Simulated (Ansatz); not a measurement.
```yaml
crystal:
  lattice:
    - [8.68738, 0.00000, 0.00000]
    - [0.00000, 8.68738, 0.00000]
    - [0.00000, 0.00000, 8.68738]
  atoms:
    - { symbol: Rb, position: [0.00000, 0.50000, 0.50000] }
    - { symbol: Rb, position: [0.50000, 0.00000, 0.50000] }
    - { symbol: Rb, position: [0.50000, 0.50000, 0.00000] }
    - { symbol: Rb, position: [0.50000, 0.00000, 0.00000] }
    - { symbol: Rb, position: [0.00000, 0.50000, 0.00000] }
    - { symbol: Rb, position: [0.00000, 0.00000, 0.50000] }
    - { symbol: Na, position: [0.00000, 0.00000, 0.00000] }
```

Space group Pm-3m; a structure generated by program, which may or may not match a known phase; computed without spin polarisation.

Computed with DFT PBE, scalar-relativistic, plane waves, PAW (Ansatz).

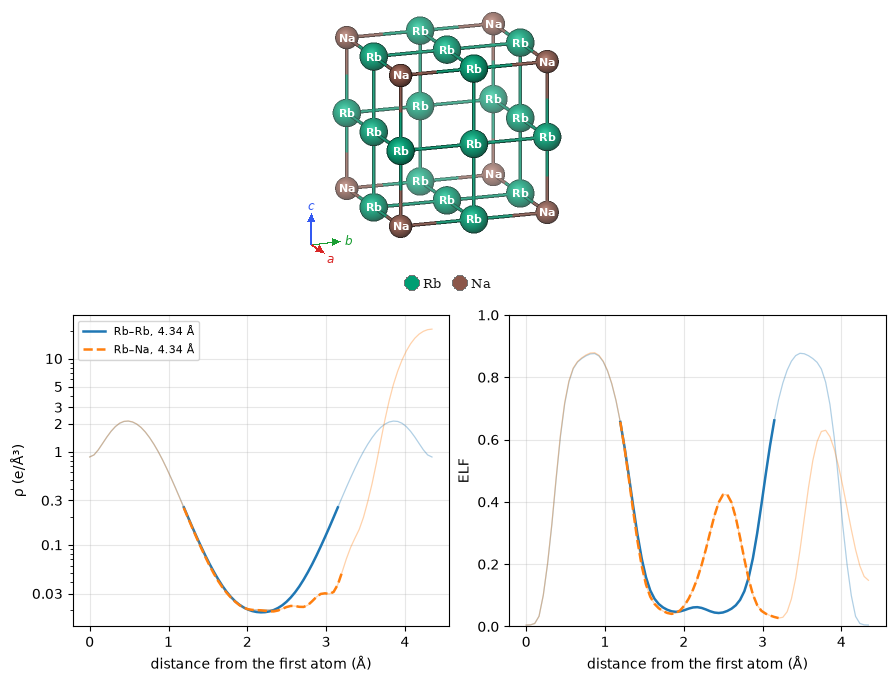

Rb6Na. Valence charge density (pseudo) and ELF along straight lines between neighbouring atoms. Thin, pale parts lie inside the atomic spheres. The structure is drawn too.

Core electrons are frozen (PAW), and the valence fields are smoothed inside the atomic spheres.

What can be read from the curves?

Answer. Rb–Rb (4.34 Å): ρ at the midpoint is about 0.02 e/Å³; the ELF is about 0.05 at the midpoint; no shared electron pair shows on this line.
Rb–Na (4.34 Å): the density is about 0.02 e/Å³ at the midpoint; the ELF is about 0.15 at the midpoint; no shared electron pair shows on this line.
